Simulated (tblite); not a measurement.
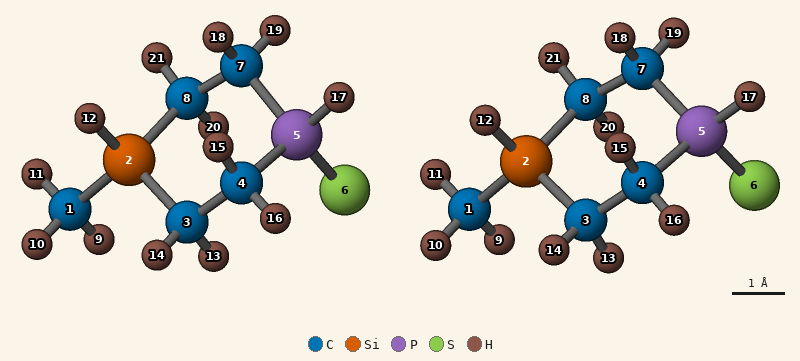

Two geometries of C5H13PSSi, drawn at one scale. One is the start of a relaxation, the other its converged end. The picture is a ball-and-stick view, seen from a free direction.

Computed with tblite 0.8.0, GFN2-xTB geometry optimisation, gas phase. 

Which of the two is the end point?

Answer. The left one is the relaxed one. The atom that moves furthest after the best rigid fit is S6 (0.24 Å). By element the largest moves are S 0.24 Å, H 0.21 Å, P 0.14 Å, Si 0.07 Å, C 0.06 Å. Among the contacts that change: Si2–P5 3.508 → 3.328 Å, C1–Si2 1.838 → 1.893 Å, Si2–C3 1.889 → 1.906 Å, C1–H10 1.099 → 1.084 Å. Bond angles that change, for instance: S6–P5–H17 107.0° → 115.5°, C7–P5–H17 109.8° → 101.4°, C4–P5–H17 109.1° → 101.4°. After 40 geometry steps the energy has fallen by 26.9 kJ/mol.
